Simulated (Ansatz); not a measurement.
# BSiNH6Cl2O: frequency calculation

System: BSiNH6Cl2O.
Method: RKS revPBE/def2-SVP (Ansatz 0.2.0).

It belongs to a series of runs on one base structure; here: vibrations at the highest image of the band. Figures and captions count atoms from 1; the log counts them from 0 in places.

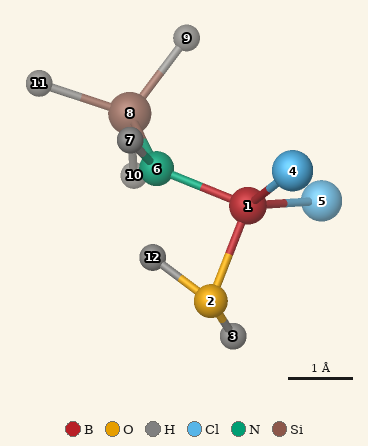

Fig. 1: The structure (ball-and-stick view, seen at an oblique angle; atoms are numbered from 1 in the order of the input). Bond lengths as drawn: B–Cl 1.82 to 1.85 Å, B–N 1.57 Å, B–O 1.61 Å, H–N 1.03 Å, H–O 0.98 to 1.19 Å, H–Si 1.50 Å and N–Si 1.80 Å.

The input:
```yaml
crystal:
  periodic: [false, false, false]
  atoms:
    - { symbol: B, position_ang: [0.093123, 0.278643, 0.164064] }
    - { symbol: O, position_ang: [0.027712, -0.079913, 1.728657] }
    - { symbol: H, position_ang: [-0.890976, -0.312839, 1.973276] }
    - { symbol: Cl, position_ang: [1.439977, -0.645679, -0.647881] }
    - { symbol: Cl, position_ang: [-1.592088, 0.052423, -0.57133] }
    - { symbol: "N", position_ang: [0.42951, 1.784782, 0.475719] }
    - { symbol: H, position_ang: [1.435122, 1.972007, 0.35409] }
    - { symbol: Si, position_ang: [-0.597935, 3.175471, -0.034985] }
    - { symbol: H, position_ang: [-0.835296, 3.200961, -1.516458] }
    - { symbol: H, position_ang: [-1.898252, 3.120971, 0.709438] }
    - { symbol: H, position_ang: [0.161117, 4.409783, 0.370056] }
    - { symbol: H, position_ang: [0.197987, 1.091688, 1.663853] }
basis:
  gaussian: { orbitals: def2-SVP }
hamiltonian:
  xc: revpbe
phonons: {}
```

Run on 4 threads of Arm Neoverse V2, 24 GiB of memory available, shared host.

Command:
```bash
ansatz run input.yaml --threads 4 --pin off --max-ram 5120MiB --backend cpu --events-out ev --progress --plain --runs-dir out
```

What the program printed:
```
Engine: ansatz 0.2.0, aarch64-unknown-linux-gnu
Functional definition: revPBE
  parameter kappa = 1.245
  parameter beta = 0.06672455060314922
  exchange = pbe_x(kappa = kappa, mu = beta*pi^2/3)
  correlation = pbe_c(beta = beta)
1403 factors; their error is unknown
mean field evaluation 1: about -37208.1395 eV, gradient 6.5e1 eV
mean field evaluation 2: about -37184.1941 eV, gradient 1.2e2 eV
mean field evaluation 4: about -37216.3094 eV, gradient 5.5e0 eV
mean field evaluation 8: about -37216.3851 eV, gradient 3.6e-1 eV
mean field evaluation 16: about -37216.3021 eV, gradient 1.7e-3 eV
mean field -37216.30211015 eV, -1367.6738764324 hartree, gradient 2.2e-5 eV, S^2 0.000000; 0 other end points of the search recorded, 0 dependent functions left out
the calculation of the forces begins
reference -37216.30215428 eV, -1367.6738780540 hartree; 37, 37 occupied and 89, 89 virtual orbitals, 1403 factors
these checks for a lower state are left out or cut short: stability, starts, cluster_reference, orbital_swaps, neighbouring_geometries, increment
1403 factors; their error is unknown
mean field -37216.30203103 eV, -1367.6738735247 hartree, gradient 1.1e-6 eV, S^2 0.000000; 0 other end points of the search recorded, 0 dependent functions left out
[... from here on the field's lines of each further geometry are left out, up to the last ...]
the calculation of the forces begins
reference -37216.30215045 eV, -1367.6738779133 hartree; 37, 37 occupied and 89, 89 virtual orbitals, 1403 factors
these checks for a lower state are left out or cut short: stability, starts, cluster_reference, orbital_swaps, neighbouring_geometries, increment
1403 factors; their error is unknown
mean field evaluation 448: about -37216.3020 eV, gradient 9.2e-2 eV
mean field -37216.30207517 eV, -1367.6738751471 hartree, gradient 2.4e-6 eV, S^2 0.000000; 0 other end points of the search recorded, 0 dependent functions left out
the calculation of the forces begins
reference -37216.30211929 eV, -1367.6738767684 hartree; 37, 37 occupied and 89, 89 virtual orbitals, 1403 factors
WARN: phonons: modes at or below zero, which the zero-point energy, F, S and C_V leave out: 1, the lowest at -1101.76 cm⁻¹. A minimum has none, and a first-order saddle one
Total energy: -37216.30215428 eV, -1367.6738780540 hartree
Atom 0 at     0.093123     0.278643     0.164064 Å, force     0.000839    -0.007776     0.002501 eV/Å
Atom 1 at     0.027712    -0.079913     1.728657 Å, force     0.023576     0.006427    -0.016564 eV/Å
Atom 2 at    -0.890976    -0.312839     1.973276 Å, force    -0.016545    -0.001982     0.004991 eV/Å
Atom 3 at     1.439977    -0.645679    -0.647881 Å, force    -0.005525     0.003867     0.002782 eV/Å
Atom 4 at    -1.592088     0.052423    -0.571330 Å, force    -0.000459    -0.000516     0.000883 eV/Å
Atom 5 at     0.429510     1.784782     0.475719 Å, force     0.006995    -0.002229     0.005573 eV/Å
Atom 6 at     1.435122     1.972007     0.354090 Å, force    -0.010133     0.002290    -0.000037 eV/Å
Atom 7 at    -0.597935     3.175471    -0.034985 Å, force    -0.003027     0.005253    -0.006274 eV/Å
Atom 8 at    -0.835296     3.200961    -1.516458 Å, force     0.002688    -0.001263    -0.001424 eV/Å
Atom 9 at    -1.898252     3.120971     0.709438 Å, force     0.002992     0.002245    -0.001233 eV/Å
Atom 10 at     0.161117     4.409783     0.370056 Å, force    -0.001197    -0.001667     0.002585 eV/Å
Atom 11 at     0.197987     1.091688     1.663853 Å, force    -0.000203    -0.004648     0.006217 eV/Å
Dipole moment:    -0.079906     0.485436     0.501607 e Å
Vibrations: -1101.76 78.94 120.65 167.90 220.88 229.21 285.84 358.12 425.51 458.71 582.24 634.16 669.38 691.46 765.28 822.72 848.91 895.95 914.08 923.86 940.61 1022.28 1166.59 1443.52 1878.51 2173.56 2191.82 2201.69 3441.79 3674.10 cm⁻¹, zero-point energy 1.873914 eV
```

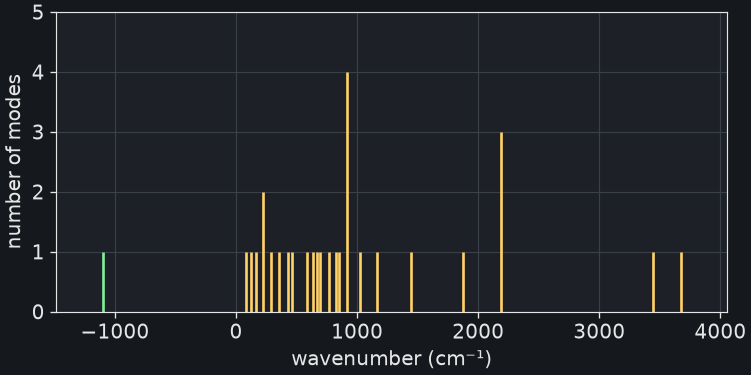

Fig. 2: Harmonic vibrational wavenumbers from the force constants; neighbouring modes closer than 22 cm⁻¹ are counted in one stick, and imaginary ones are drawn at negative wavenumbers. 30 modes from 1102i to 3674 cm⁻¹, 1 imaginary beyond 8i (1102i cm⁻¹): a first-order saddle point, if the geometry is stationary.

Summary:

| quantity | value |
| --- | --- |
| outcome | converged |
| total energy | −37216.3022 eV |
| mean-field energy | −37216.3022 eV |
| largest force (length of the vector) | 0.030 eV/Å |
| wall time | 55 s (CPU time 3.4 min) |
| peak memory | 0.18 GiB |
